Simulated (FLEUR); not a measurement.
# ZnCo3C: which magnetic order is lowest

Does ZnCo3C prefer parallel or opposed moments?

Calculated with FLEUR MaX-R8.1; LDA (VWN); all-electron FLAPW, Dirac cores, scalar-relativistic bands.

## 1. Set-up

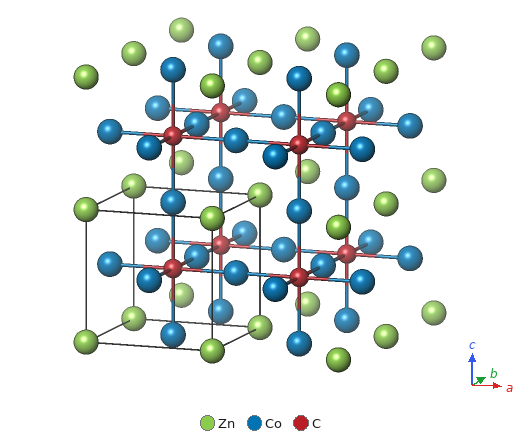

Start, viewed slightly off an axis; zinc green, cobalt blue, carbon red. 2×2×2 cells are drawn. Some periodic images of atoms are drawn too.

As a file:

```cif
data_structure
_symmetry_space_group_name_H-M 'Pm-3m'
_symmetry_Int_Tables_number 221
_cell_length_a 3.7270
_cell_length_b 3.7270
_cell_length_c 3.7270
_cell_angle_alpha 90.000
_cell_angle_beta 90.000
_cell_angle_gamma 90.000
_cell_volume 51.77
loop_
_atom_site_label
_atom_site_type_symbol
_atom_site_symmetry_multiplicity
_atom_site_Wyckoff_symbol
_atom_site_fract_x
_atom_site_fract_y
_atom_site_fract_z
_atom_site_occupancy
Zn1 Zn 1 a 0.00000 0.00000 0.00000 1
Co1 Co 3 c 0.00000 0.50000 0.50000 1
C1 C 1 b 0.50000 0.50000 0.50000 1
```

The cell comes from a database of computed structures and need not be the stable phase.

## 2. Order 1, typed as ferro +++

The parallel start comes first: it shows whether parallel moments hold.

inpgen writes inp.xml from crystal.txt; cutoffs, mixing, functional, smearing and local orbitals are then set in the file. The k list default-1 (kpts.xml, not shown) is a Γ-centred 8×8×8 mesh; where the ranks do not divide the number of points, some are split in two of half the weight.

Contents of inp.xml:

```
<?xml version="1.0" encoding="UTF-8" standalone="no"?>
<fleurInput fleurInputVersion="0.39">
   <comment>
      ZnCo3C
   </comment>
   <calculationSetup>
      <cutoffs Kmax="4.4" Gmax="13.2" GmaxXC="13.2" numbands="0"/>
      <scfLoop itmax="90" minDistance="0.00002" maxIterBroyd="15" imix="Anderson" alpha="0.05" precondParam="0.0" spinf="2.0" sdNocoIR="T"/>
      <coreElectrons ctail="T" frcor="F" kcrel="0" coretail_lmax="0"/>
      <xcFunctional name="vwn" relativisticCorrections="F"/>
      <magnetism jspins="2"/>
      <soc l_soc="F" theta="0.0" phi="0.0" spav="F"/>
      <expertModes spex="0" secvar="F"/>
      <geometryOptimization l_f="F" forcealpha="1.0" forcemix="BFGS" epsdisp="0.00001" epsforce="0.00001"/>
      <ldaU l_linMix="F" mixParam="0.05" spinf="1.0"/>
   </calculationSetup>
   <cell>
      <bzIntegration valenceElectrons="67.0" mode="hist" fermiSmearingEnergy="0.00110248">
         <kPointListSelection listName="default-1"/>
         <xi:include xmlns:xi="http://www.w3.org/2001/XInclude" href="kpts.xml"> </xi:include>
      </bzIntegration>
      <xi:include xmlns:xi="http://www.w3.org/2001/XInclude" href="sym.xml"> </xi:include>
      <bulkLattice scale="1.0">
         <bravaisMatrix>
            <row-1>    7.0429230192838732     0.0000000000000000     0.0000000000000000</row-1>
            <row-2>    0.0000000000000000     7.0429230192838732     0.0000000000000000</row-2>
            <row-3>    0.0000000000000000     0.0000000000000000     7.0429230192838732</row-3>
         </bravaisMatrix>
      </bulkLattice>
   </cell>
   <atomSpecies>
      <species name="Zinc (Zn)" element="Zn" atomicNumber="30">
         <mtSphere radius="2.66" gridPoints="879" logIncrement="0.014"/>
         <atomicCutoffs lmax="10" lnonsphr="8"/>
         <electronConfig flipSpins="F">
            <coreConfig>(1s1/2) (2s1/2) (2p1/2) (2p3/2) (3s1/2) (3p1/2) (3p3/2)</coreConfig>
            <valenceConfig>(4s1/2) (3d3/2) (3d5/2)</valenceConfig>
         </electronConfig>
         <energyParameters s="4" p="4" d="3" f="4"/>
      </species>
      <species name="Cobalt (Co2.001" element="Co" atomicNumber="27">
         <mtSphere radius="2.19" gridPoints="725" logIncrement="0.017"/>
         <atomicCutoffs lmax="8" lnonsphr="6"/>
         <electronConfig flipSpins="F">
            <coreConfig>(1s1/2) (2s1/2) (2p1/2) (2p3/2)</coreConfig>
            <valenceConfig>(3s1/2) (3p1/2) (3p3/2) (4s1/2) (3d3/2) (3d5/2)</valenceConfig>
            <stateOccupation state="(3d3/2)" spinUp="1.5005" spinDown="1.2995"/>
            <stateOccupation state="(3d5/2)" spinUp="3.0" spinDown="1.2"/>
         </electronConfig>
         <energyParameters s="4" p="4" d="3" f="4"/>
         <lo type="SCLO" l="0" n="3" eDeriv="0"/>
         <lo type="SCLO" l="1" n="3" eDeriv="0"/>
      </species>
      <species name="Carbon (C)" element="C" atomicNumber="6">
         <mtSphere radius="1.24" gridPoints="411" logIncrement="0.025"/>
         <atomicCutoffs lmax="6" lnonsphr="4"/>
         <electronConfig flipSpins="F">
            <coreConfig>(1s1/2)</coreConfig>
            <valenceConfig>(2s1/2) (2p1/2) (2p3/2)</valenceConfig>
            <stateOccupation state="(2p1/2)" spinUp="0.333333" spinDown="0.333333"/>
            <stateOccupation state="(2p3/2)" spinUp="0.666667" spinDown="0.666667"/>
         </electronConfig>
         <energyParameters s="2" p="2" d="3" f="4"/>
      </species>
   </atomSpecies>
   <atomGroups>
      <atomGroup species="Zinc (Zn)">
         <relPos label="                   1">.0000000000 .0000000000 .0000000000</relPos>
         <force calculate="T" relaxXYZ="TTT"/>
      </atomGroup>
      <atomGroup species="Cobalt (Co2.001">
         <relPos label="                   2">.0000000000 1.000/2.000 1.000/2.000</relPos>
         <relPos label="                   3">1.000/2.000 1.000/2.000 .0000000000</relPos>
         <relPos label="                   4">1.000/2.000 .0000000000 1.000/2.000</relPos>
         <force calculate="T" relaxXYZ="TTT"/>
      </atomGroup>
      <atomGroup species="Carbon (C)">
         <relPos label="                   5">1.000/2.000 1.000/2.000 1.000/2.000</relPos>
         <force calculate="T" relaxXYZ="TTT"/>
      </atomGroup>
   </atomGroups>
   <output dos="F" band="F" slice="F">
      <bandDOS minEnergy="-.5*Htr" maxEnergy="0.5*Htr" sigma="0.015" storeEVData="T"/>
      <plotting iplot="0" polar="F">
         <plot TwoD="T" vec1="  1.0  0.0  0.0" vec2="  0.0  1.0  0.0" vec3="  0.0  0.0  1.0" zero="  0.0  0.0  0.0" file="plot"/>
      </plotting>
      <moessbauerParams electricFieldGradient="F" isomerShift="F" coreHyperfine="F" valenceHyperfine="F"/>
   </output>
</fleurInput>
```

Contents of crystal.txt:

```
ZnCo3C
&input film=F cartesian=F /
3.72695436000  0.00000000000  0.00000000000
0.00000000000  3.72695436000  0.00000000000
0.00000000000  0.00000000000  3.72695436000
1.8897261246
1.0 1.0 1.0

5
30 0.00000000000  0.00000000000  0.00000000000
27 0.00000000000  0.50000000000  0.50000000000 : 2.001
27 0.50000000000  0.50000000000  0.00000000000 : 2.001
27 0.50000000000  0.00000000000  0.50000000000 : 2.001
6 0.50000000000  0.50000000000  0.50000000000

&kpt div1=8 div2=8 div3=8 gamma=T /
```

On the command line:

```bash
$ OMP_NUM_THREADS=1 inpgen -f crystal.txt > inpgen.log  # inp.xml is then edited as shown
$ OMP_NUM_THREADS=1 mpirun -n 2 fleur_MPI > fleur.log
```

The program printed:

```text
Welcome to FLEUR        (www.flapw.de)
      MaX-Release 8.1          (www.max-centre.eu)

 ========== k-point set info ==========
 Selected k-point list: default-1
 k-point list type: mesh
 0 x 0 x 0
 Number of k points: 36

 ------------Calculation Setup---------------------------
 Number of MPI-tasks      :            2
 Number of PE/node        :            2
 Number of OMP-threads    :            1
 k-points in parallel     :            2
 pe's per k-point         :            1
 No of k-point loops      :           18
 Eigenvalue solver        :       lapack
 Number of basis functions:          550
 Approximate size of matrices (H+S) per k-point:         0.005 GB
 --------------------------------------------------------
 Iteration:     1   Distance:      27.42762949 me/bohr^3
 Iteration:     2   Distance:      20.81498923 me/bohr^3
 Iteration:     3   Distance:      15.95363746 me/bohr^3
 Iteration:     4   Distance:      16.48710982 me/bohr^3
 Iteration:     5   Distance:      11.18165296 me/bohr^3
 Iteration:     6   Distance:      12.70758015 me/bohr^3
 Iteration:     7   Distance:      12.97048673 me/bohr^3
 Iteration:     8   Distance:      11.98621538 me/bohr^3
 Iteration:     9   Distance:      11.37865532 me/bohr^3
 Iteration:    10   Distance:      11.35966557 me/bohr^3
[... 14 iterations left out ...]
 Iteration:    25   Distance:       0.01081461 me/bohr^3
 Iteration:    26   Distance:       0.00618326 me/bohr^3
 Iteration:    27   Distance:       0.00194683 me/bohr^3
 Iteration:    28   Distance:       0.00123526 me/bohr^3
 Iteration:    29   Distance:       0.00043221 me/bohr^3
 Iteration:    30   Distance:       0.00042077 me/bohr^3
 Iteration:    31   Distance:       0.00030182 me/bohr^3
 Iteration:    32   Distance:       0.00005774 me/bohr^3
 Iteration:    33   Distance:       0.00003887 me/bohr^3
 Iteration:    34   Distance:       0.00001325 me/bohr^3

 ********************************************************************
 Run finished successfully
 Stop message:
   all done
 ********************************************************************

--- out.xml (last complete iteration) ---
<iteration numberForCurrentRun="   34" overallNumber="   34">
         [... left out ...]
         <bandgap value="0.0029119890" units="eV"/>
         <sumValenceSingleParticleEnergies value="-40.1638668202" units="Htr"/>
         <FermiEnergy value="0.3753089304" units="Htr"/>
         <valenceDensity>
            <mtCharges spin="1">
               <mtCharge atomType="1" total="5.8335317" s="0.4034228" p="0.4039012" d="4.9849718" f="0.0285589"/>
               <mtCharge atomType="2" total="8.1610217" s="1.1610774" p="3.1928671" d="3.7839818" f="0.0175277"/>
               <mtCharge atomType="3" total="0.8218012" s="0.2889773" p="0.5238304" d="0.0081313" f="0.0007570"/>
            </mtCharges>
            <mtCharges spin="2">
               <mtCharge atomType="1" total="5.8645544" s="0.4097590" p="0.4252952" d="4.9878933" f="0.0294332"/>
               <mtCharge atomType="2" total="7.8021190" s="1.1619369" p="3.1967497" d="3.4197875" f="0.0179364"/>
               <mtCharge atomType="3" total="0.8422170" s="0.2909909" p="0.5419741" d="0.0084119" f="0.0007456"/>
            </mtCharges>
            <spinDependentCharge spin="1" total="33.9891017" interstitial="2.8507038" mtSpheres="31.1383979"/>
            <spinDependentCharge spin="2" total="33.0108983" interstitial="2.8977699" mtSpheres="30.1131284"/>
            <totalCharge value="67.0000000000"/>
         </valenceDensity>
         [... left out ...]
         <allElectronCharges>
            <spinDependentCharge spin="1" total="58.9891017" interstitial="2.8511550" mtSpheres="56.1379467"/>
            <spinDependentCharge spin="2" total="58.0108983" interstitial="2.8982218" mtSpheres="55.1126764"/>
            <totalCharge value="116.9999999827"/>
         </allElectronCharges>
         <magneticMomentsInMTSpheres units="muBohr">
            <globalMagMoment atomType="1" vec="0.00000   0.00000  -0.03102"/>
            <localMagMoment atomType="1" vec="0.00000   0.00000  -0.03102"/>
            <globalMagMoment atomType="2" vec="0.00000   0.00000   0.35890"/>
            <localMagMoment atomType="2" vec="0.00000   0.00000   0.35890"/>
            <globalMagMoment atomType="3" vec="0.00000   0.00000  -0.02042"/>
            <localMagMoment atomType="3" vec="0.00000   0.00000  -0.02042"/>
         </magneticMomentsInMTSpheres>
         <moessbauerParams unitsHFF="kG" unitsIS="e/bohr^3" unitsEFG="Htr/bohr^2">
         </moessbauerParams>
         <totalEnergy value="    -6004.7773546811" units="Htr">
            <sumOfEigenvalues value="    -3439.1479842915">
               <coreElectrons value="-3398.9841174712"/>
               <valenceElectrons value="-40.1638668202"/>
            </sumOfEigenvalues>
            <densityCoulombPotentialIntegral value="-9209.7794825701"/>
            <densityEffectivePotentialIntegral value="-9535.5713448683"/>
            <chargeDenXCDenIntegral value="-246.1196140499"/>
            <FockExchangeEnergyValence value="0.0000000000"/>
            <FockExchangeEnergyCore value="0.0000000000"/>
            <atomTypeDependentContributions atomType="1">
               <electronNucleiInteractionDifferentMTs value="2164.3275813984"/>
               <MadelungTerm value="-8.0171299661"/>
            </atomTypeDependentContributions>
            <atomTypeDependentContributions atomType="2">
               <electronNucleiInteractionDifferentMTs value="4999.8774567506"/>
               <MadelungTerm value="-32.3626013224"/>
            </atomTypeDependentContributions>
            <atomTypeDependentContributions atomType="3">
               <electronNucleiInteractionDifferentMTs value="40.4328460470"/>
               <MadelungTerm value="-5.1737444384"/>
            </atomTypeDependentContributions>
            <tkbTimesEntropy value="0.0003981551"/>
            <freeEnergy value="-6004.7777528361"/>
            <extrapolationTo0K value="-6004.7775537586"/>
         </totalEnergy>
         <densityConvergence units="me/bohr^3">
            <chargeDensity spin="1" distance="0.0000074965"/>
            <chargeDensity spin="2" distance="0.0000106321"/>
            <overallChargeDensity distance="0.0000127653"/>
            <spinDensity distance="0.0000132486"/>
         </densityConvergence>
      </iteration>
```

The job ended after 3 min (2 MPI ranks of Arm Neoverse V1, shared host; peak memory 0.17 GiB; 6 min of CPU time).

Spin moment in the muffin-tin sphere by atom:

```
atom  spin moment in the muffin-tin sphere (μB)
 Zn1                                     -0.031
 Co2                                      0.359
 Co3                                      0.359
 Co4                                      0.359
  C5                                     -0.020
```

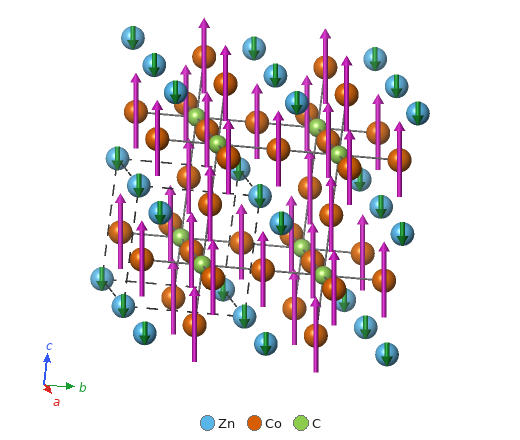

Spin moment in the muffin-tin sphere as arrows, the longest 0.359 μB. Up and down stand for the sign. Arrows give size and sign along the axis of quantisation, drawn up and down the page. Each arrow also spans its atom, so small moments look longer than they are. The two directions have two colours. 2×2×2 cells are drawn. Some periodic images of atoms are drawn too.

This step gave:

```yaml
free_energy: -163398.3268 eV
program_s_band_gap_on_this_mesh_in_a_metal_only_a_level_spacing: 0.002912 eV
magnetization: 0.9782 μB
final_state: ferromagnetic
```

After 34 cycles the largest moment stands at 0.359 μB.

(Continued in part 2 of 2.)

[Logs and program files are shortened in this print: banners, set-up blocks, solver, clock and traceback lines can be left out without a mark of their own.]

[Logs are printed without paths, hosts, clocks, repeated set-up lines and the standing remarks that a program may print on its own settings, such as how far it seeks lower states.]

[Hosts, paths, dates, database ids (printed as entryN), source tags and the programs' standing remarks are cut or masked in the printed files.]

[Where a cell is said to come from a database of computed structures, the database is the Materials Project.]
